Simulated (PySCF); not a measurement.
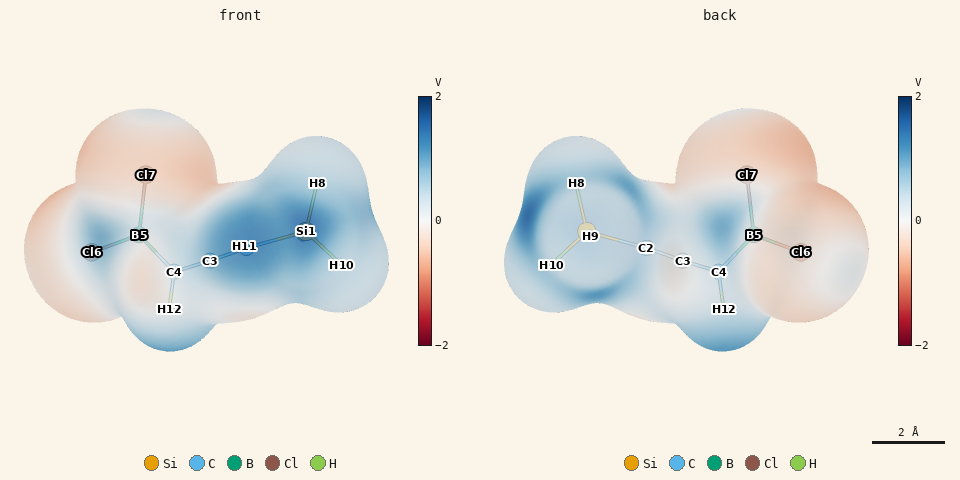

Figure 1: C₃H₅BCl₂Si (SMILES [SiH3]C=C=CB(Cl)Cl). The electrostatic potential painted on the density surface at 0.002 e/bohr³, seen from the front and from behind; the colour scale runs from red (negative) to blue (positive).

Geometry: GFN2-xTB.

Theory: PBE0/pcSseg-1, SCF density, gas phase, non-relativistic in PySCF 2.14.0.

```xyz
12

Si   -2.3115   -0.0041    0.3710
C    -0.8954    0.3498   -0.8394
C     0.2891   -0.1248   -0.6896
C     1.4854   -0.6104   -0.4364
B     2.5352    0.1257    0.4008
Cl    4.1030   -0.5579    0.6499
Cl    2.1862    1.6572    1.1284
H    -2.7854    1.2844    0.8793
H    -1.8332   -0.8652    1.4478
H    -3.3738   -0.6640   -0.3940
H    -1.1318    0.9841   -1.6803
H     1.7335   -1.5754   -0.8636
```

Q: Where is the surface potential most negative and most positive?

A: The most negative region (about −0.6 V, or −14 kcal/mol for a unit charge) lies over Cl6 and Cl7, the most positive (about +1.5 V, or +35 kcal/mol for a unit charge) over Si1. Cl6 shows a σ-hole: about +0.2 V at the tip opposite its bond, against about −0.3 V, or −7 kcal/mol for a unit charge on its flanks. Cl7 shows a σ-hole: about +0.1 V at the tip opposite its bond, against about −0.4 V, or −9 kcal/mol for a unit charge on its flanks.

Q: How polar is the molecule by this calculation?

A: Its dipole moment is 2.53 D.
